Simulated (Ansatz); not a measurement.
# Si4 (charge +1, doublet): what the fields show

Input

```
crystal:
  periodic: [false, false, false]
  atoms:
    - {symbol: Si, position_ang: [-0.982351, -0.367003, -1.540084]}
    - {symbol: Si, position_ang: [0.983316, 0.364834, 1.539983]}
    - {symbol: Si, position_ang: [-0.986920, -0.470948, 0.741742]}
    - {symbol: Si, position_ang: [0.985956, 0.473125, -0.741642]}
basis:
  gaussian: {orbitals: def2-TZVP, initial_orbitals: start.molden}
total_charge: 1
magnetization: {spin_polarized: true, initial_magnetization: 1}
hamiltonian: {xc: pbe0, dispersion: d4}
scf: {omitted_lower_state_checks: [starts]}
output: {orbitals: {seedname: orbitals}}
```

Launched as:

```sh
ansatz run in.yaml --threads 2 --pin off --events-out ev --progress --plain --max-ram 4352MiB
```

Geometry: r2SCAN-D4/def2-TZVP.

The calculation used UKS PBE0-D4/def2-TZVP (Ansatz).

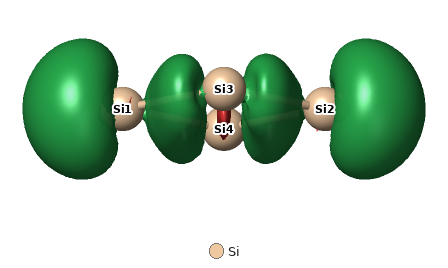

Figure 1. Isosurfaces of the spin density (α minus β) at +0.015 (green) and −0.015 e/Å³ (red), seen from one side.

> Describe the spin distribution.

The unpaired spin (1 electron) lies mostly on Si1 (about 0.4), Si2 (about 0.4), Si3 (about 0.1) and Si4 (about 0.1), in electrons by Hirshfeld's partition.

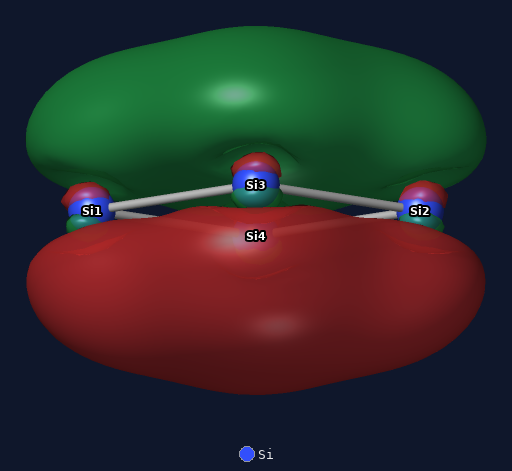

Figure 2. The HOMO−1 (β) at ±0.08 Å⁻³ᐟ² (green and red are the two phases), seen from one side.

> Describe this orbital and give its energy.

Its weight (Hirshfeld) is mainly on Si4 (about 30 %), Si3 (about 30 %), Si2 (about 20 %) and Si1 (about 20 %); it changes sign across the molecular plane (π type); it is ungerade (odd under inversion); π-bonding across Si1–Si3, Si1–Si4, Si2–Si3 and Si2–Si4. Its energy is −12.46 eV.

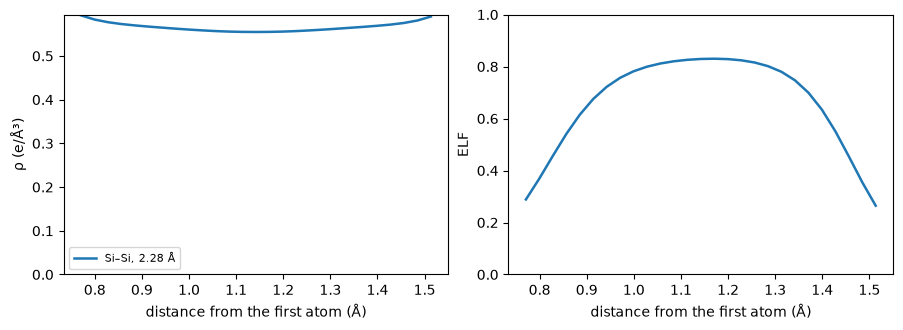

Figure 3. Total electron density and ELF along straight lines between neighbouring atoms. The curves leave out the atomic cores.

> What can be read from the curves?

Si–Si (2.28 Å): the density is about 0.55 e/Å³ at the midpoint; the ELF peaks at about 0.85 between the atoms: a covalent bond.
